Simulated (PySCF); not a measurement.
SMILES C(CB(O)O)B (C2H8B2O2), singlet at its GFN2-xTB optimised geometry (Å):

```
14

B     -0.7691    -2.4559     0.0122
C      0.0569    -1.1215    -0.0023
C     -0.7336     0.1975     0.0006
B      0.1600     1.5275     0.0000
O      1.5226     1.5275     0.0000
O     -0.4657     2.7236     0.0000
H     -0.1922    -3.4738    -0.0213
H     -1.9363    -2.4547     0.0611
H      0.7259    -1.1355    -0.8716
H      0.7290    -1.1359     0.8654
H     -1.3932     0.2146     0.8699
H     -1.3961     0.2158    -0.8665
H      1.9363     0.6652    -0.0008
H      0.1306     3.4738    -0.0002
```

Computed with PBE/def2-TZVP (PySCF).

Map of the log10 of the electron density (e/bohr³), floored at −4 on the plane z = 1.0 Å:

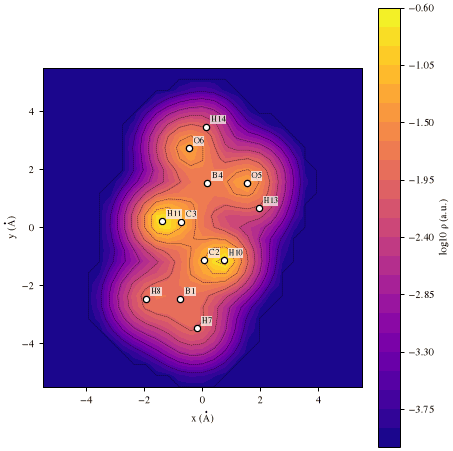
*Log10 of the electron density (e/bohr³), floored at −4 on the plane z = 1.0 Å.*
